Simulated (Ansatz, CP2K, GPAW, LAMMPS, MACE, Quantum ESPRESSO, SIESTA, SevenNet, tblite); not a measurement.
**Forces in amorphous Si0.9Ge0.1 (94 atoms), program by program**

Aim: forces, pressure of amorphous Si0.9Ge0.1 (94 atoms) at one geometry, from other programs and methods, against plane-wave PBE.

Results are calculated, not measured.

### 1. The cell

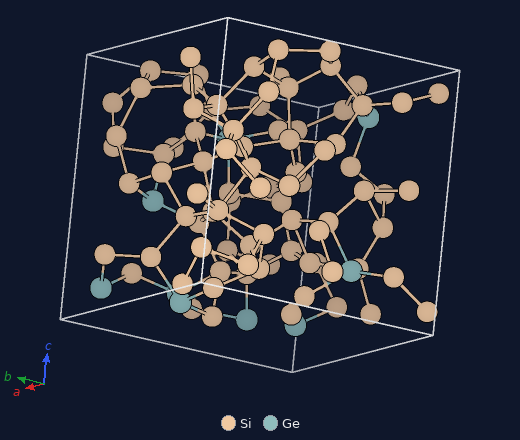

The cell (silicon light orange, germanium teal). Some periodic images of atoms are drawn too.

The cell holds 94 atoms (85 Si and 9 Ge), with edges of 12.40, 12.40 and 12.40 Å. Recipe: 94 atoms (85 Si, 9 Ge) placed at random at 2.65 g/cm³, melted at 3500 K for 10 ps at fixed volume with the Tersoff potential (Tersoff, Phys. Rev. B 39, 5566 (1989)). Quenched from 3500 K to 700 K at 3 K/ps and fixed volume, held 5 ps. The density is 2.65 g/cm³.

### 2. The reference input

Quantum ESPRESSO 7.5: Kohn-Sham DFT, PBE, SSSP efficiency 1.3.0 pseudopotentials, plane waves. Its input, pw.in:

```
&control
  calculation = 'scf'
  pseudo_dir = './pseudo'
  outdir = './tmp'
  disk_io = 'none'
  tprnfor = .true.
  tstress = .true.
/
&system
  ibrav = 0
  nat = 94
  ntyp = 2
  ecutwfc = 45
  ecutrho = 360
  nosym = .true.
  occupations = 'smearing'
  smearing = 'fd'
  degauss = 0.003675
/
&electrons
  conv_thr = 4.7e-07
  electron_maxstep = 100
  mixing_beta = 0.2
  mixing_mode = 'local-TF'
  diagonalization = 'david'
/
ATOMIC_SPECIES
Si 28.085 Si.upf
Ge 72.630 Ge.upf
CELL_PARAMETERS angstrom
12.40220 0.00000 0.00000
0.00000 12.40220 0.00000
0.00000 0.00000 12.40220
ATOMIC_POSITIONS crystal
Si 0.35700 0.55571 0.19102
Si 0.98309 0.88063 0.83932
Si 0.58666 0.78048 0.87200
Si 0.00745 0.78620 0.40178
[... 88 atom lines left out ...]
Ge 0.83495 0.75520 0.47341
Ge 0.57493 0.74633 0.05611
K_POINTS gamma
```

```console
$ OMP_NUM_THREADS=1 mpirun -np 4 pw.x -in pw.in > output.txt
```

Run time: 4 min. Hardware: 4 MPI ranks of Arm Neoverse V2, shared host; peak memory 6.4 GiB.

It converged with an r.m.s. force component of 0.75 eV/Å and a pressure of 1.7 GPa.

### 3. What was run beside it

- CP2K 2026.2: Gaussian basis with GTH pseudopotentials and a plane-wave density; labels give functional, basis (MOLOPT sets; SR short-range, UZH the newer set with its own potentials), grid cutoff/relative cutoff and solver (OT: orbital transformation; TRS4, TC2, SIGN: linear-scaling purification with its sparsity filter), or its built-in tight binding.
- GPAW 26.7.0: PAW with atomic orbitals (LCAO), plane waves or a real-space grid of spacing h.
- MACE: machine-learned potential, published weights.
- Quantum ESPRESSO 7.5: plane waves; labels (QE) give functional, pseudopotential set and cutoffs of waves/density.
- SIESTA 5.4.2: numerical atomic orbitals, whose automatically made sets are far from complete, with PseudoDojo norm-conserving potentials that we converted to its format (checked against plane waves on the same files for H, C, O, Si, Ge and Ca alone); labels give functional, basis size, energy shift and mesh cutoff.
- SevenNet: machine-learned potential, published weights.
- tblite 0.8.0: extended tight binding, driven from Python.

All use the same cell and atoms, and the electronic-structure runs the same k-mesh.

### 4. Side by side

Differences are against the reference: forces as r.m.s. over components, share as that over the reference's r.m.s. force, slope as the fitted ratio of a run's forces to the reference's.

```
                                                                    run  Δ force, r.m.s. (meV/Å)  share (%)  slope  Δ pressure (GPa)  cores  CPU time  memory (GiB)
                                                              reference                        -          -      -                 -      4    16 min           6.4
                   CP2K LDA, DZVP-MOLOPT-SR, 350/50 Ry, diagonalisation                     81.0       10.8  0.952             -3.88      2     3 min           2.1
                CP2K PBE+D3, DZVP-MOLOPT-SR, 350/50 Ry, diagonalisation                     34.6       4.59  1.006            -0.732      2   3.7 min           2.3
          CP2K PBE, DZVP-MOLOPT-SR, 175/50 Ry, diagonalisation (coarse)                     32.4       4.30  1.013            0.0439      2   3.6 min           1.1
          CP2K PBE, DZVP-MOLOPT-SR, 244/50 Ry, diagonalisation (coarse)                     32.4       4.30  1.013            0.0439      2   3.4 min           1.4
          CP2K PBE, DZVP-MOLOPT-SR, 350/20 Ry, diagonalisation (coarse)                     37.0       4.92  1.012             0.114      2   2.4 min           2.2
                   CP2K PBE, DZVP-MOLOPT-SR, 350/50 Ry, diagonalisation                     32.4       4.30  1.013            0.0439      2   3.7 min           2.2
                         CP2K PBE, DZVP-UZH, 350/50 Ry, diagonalisation                     40.9       5.44  1.014           -0.0872      4   7.1 min           3.7
           CP2K PBE, SZV-MOLOPT-SR, 350/50 Ry, diagonalisation (coarse)                      447       59.3  1.335              6.61      1   2.1 min           2.1
         CP2K PBE, TZV2P-MOLOPT (SR for Ge), 350/50 Ry, diagonalisation                     25.6       3.39  1.001            -0.175      4   9.5 min           4.0
CP2K PBEsol, PBE potentials, DZVP-MOLOPT-SR, 350/50 Ry, diagonalisation                     39.0       5.17  1.012            -0.652      2   3.5 min           2.2
                                            GPAW PBE, LCAO dzp, h 0.2 Å                     54.0       7.17  1.050                 -      1   6.1 min           2.2
                      GPAW PBE, LCAO dzp, h 0.2 Å, other mixer settings                     54.1       7.18  1.050                 -      2   9.4 min           2.3
                              GPAW PBE, LCAO szp(dzp), h 0.2 Å (coarse)                      149       19.7  1.113                 -      1   4.7 min           2.1
                                           GPAW RPBE, LCAO dzp, h 0.2 Å                     73.7       9.79  1.073                 -      1   6.4 min           2.2
                                            MACE MP-0b2 small potential                      326       43.3  0.608            -0.190      1     5.9 s          0.67
                                            MACE MPA-0 medium potential                      188       25.0  0.824            -0.018      1       7 s          0.94
                         QE PBE, sssp-1.3.0-efficiency, 45/360 Ry, paro                     1.11      0.147  1.000           -0.0093      4    23 min           6.3
                    SIESTA PBE, DZ, shift 0.01 Ry, mesh 300 Ry (coarse)                      193       25.6  1.140              5.96      1   3.1 min           1.2
                   SIESTA PBE, DZP, shift 0.01 Ry, mesh 150 Ry (coarse)                     62.4       8.29  1.049             0.651      2   3.6 min           1.1
                            SIESTA PBE, DZP, shift 0.01 Ry, mesh 300 Ry                     63.3       8.40  1.049             0.613      2   9.9 min           2.4
                   SIESTA PBE, SZP, shift 0.01 Ry, mesh 300 Ry (coarse)                      262       34.7  1.195              5.20      1   6.9 min           1.8
                                                SevenNet l3i5 potential                      236       31.4  0.777            0.0311      1     8.4 s           1.2
                                                        tblite GFN1-xTB                      296       39.3  1.123              8.21      1      10 s          0.19
                                                       tblite IPEA1-xTB                      293       38.9  1.204              3.48      1     8.7 s          0.19
```

Rows marked coarse were listed beforehand as settings not expected to be converged; some can still land near the reference.

Times of the machine-learned potentials are mostly Python's start and the loading of weights.

Runs without a result: CP2K GFN1-xTB, diagonalisation (not converged).

CPU time is summed over cores on shared hosts, so it is rough.

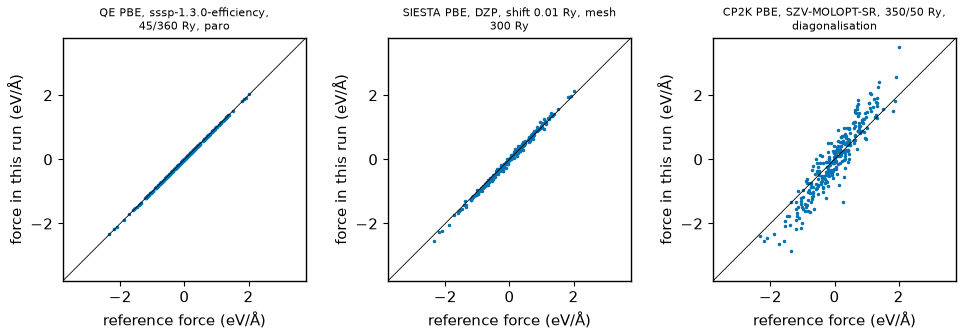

Force components against those of the reference; the line marks equality.

### 5. What came out

Forces lie from 0.15 % (QE PBE, sssp-1.3.0-efficiency, 45/360 Ry, paro) to 59 % (CP2K PBE, SZV-MOLOPT-SR, 350/50 Ry, diagonalisation, coarse) of the reference's r.m.s. force of 0.75 eV/Å away from it. Other PBE runs on plane waves or a grid: QE PBE, sssp-1.3.0-efficiency, 45/360 Ry, paro 0.15 % of the r.m.s. force; the reference has errors of its own, so differences under a few per cent don't tell which side is nearer the exact PBE result. The PBE runs in local orbitals, coarse settings apart, differ by 3.4 % (CP2K PBE, TZV2P-MOLOPT (SR for Ge), 350/50 Ry, diagonalisation) to 8.4 % (SIESTA PBE, DZP, shift 0.01 Ry, mesh 300 Ry); basis, grid and potentials can all enter. Tight binding differs by 39 % in each run; it is another model, with fitted parameters of its own, and the xTB methods hold dispersion.

Machine-learned potentials differ by 25 % (MACE MPA-0 medium potential) to 43 % (MACE MP-0b2 small potential); they were trained on other programs' data. Among those trained on PBE data the slope goes as low as 0.61, which softening far from their training structures can give, though the reference's k-sampling is untested too. Rows with another functional or a dispersion term differ by 4.6 % (CP2K PBE+D3, DZVP-MOLOPT-SR, 350/50 Ry, diagonalisation) to 11 % (CP2K LDA, DZVP-MOLOPT-SR, 350/50 Ry, diagonalisation), which mixes the change of model with differences of basis and potentials, some of them made for another functional. IPEA1-xTB was fitted to ionisation energies and electron affinities, not to forces or charges. Runs with settings chosen to be coarse differ by 4.3 % (CP2K PBE, DZVP-MOLOPT-SR, 175/50 Ry, diagonalisation) to 59 % (CP2K PBE, SZV-MOLOPT-SR, 350/50 Ry, diagonalisation), their programs' other errors included. SIESTA PBE, SZP, shift 0.01 Ry, mesh 300 Ry stiffens the forces by a factor of 1.19 while following their directions (correlation 0.972); the slopes of the 4 SIESTA runs lie between 1.05 and 1.19. From CP2K PBE, DZVP-MOLOPT-SR, 175/50 Ry, diagonalisation to the finer CP2K PBE, DZVP-MOLOPT-SR, 350/50 Ry, diagonalisation the share goes from 4.30 to 4.30 %, so the grid isn't what parts these runs from the reference. From SIESTA PBE, DZP, shift 0.01 Ry, mesh 150 Ry to the finer SIESTA PBE, DZP, shift 0.01 Ry, mesh 300 Ry the share goes from 8.29 to 8.40 %, so the grid isn't what parts these runs from the reference. Pressures at PBE, coarse settings apart, lie -0.17 to +0.61 GPa from the reference's.

Caveats: Periodic xTB results under one method name differ between programs and library versions. The potentials hold different valence shells: 466 electrons in the reference, 376 in CP2K with TZV2P-MOLOPT and 376 in GPAW; this bears on time and differences. GPAW's setups keep the filled d shell of Ge in the core. The reference's pressure holds the uncorrected Pulay stress of its 45 Ry basis, so small pressure differences may be the reference's own error. Machine-learned potentials mimic data converged in k, so the reference's own k-point error enters their differences. The quench rate of 3 K/ps is many orders above laboratory rates, so the cell is likely richer in defects and strain than a real sample. The network of bonds at the start is that of the classical potential that made the cell, and needn't be the one that DFT or experiment would give. The electronic-structure runs sample only Γ, in a cell whose shortest periodic width is 12 Å, which is coarse for a cell with partly filled levels. Spin–orbit coupling is left out. Where levels are smeared, the DFT runs use Fermi–Dirac occupations at 580 K (0.05 eV), and energies are free energies. The reference's cutoffs and mesh weren't converged further here.

[Logs are printed without paths, hosts, clocks, repeated set-up lines and the standing remarks that a program may print on its own settings, such as how far it seeks lower states.]

[Hosts, paths, dates, database ids (printed as entryN), source tags and the programs' standing remarks are cut or masked in the printed files.]

[Cells were taken only where this reference lay near another plane-wave run.]
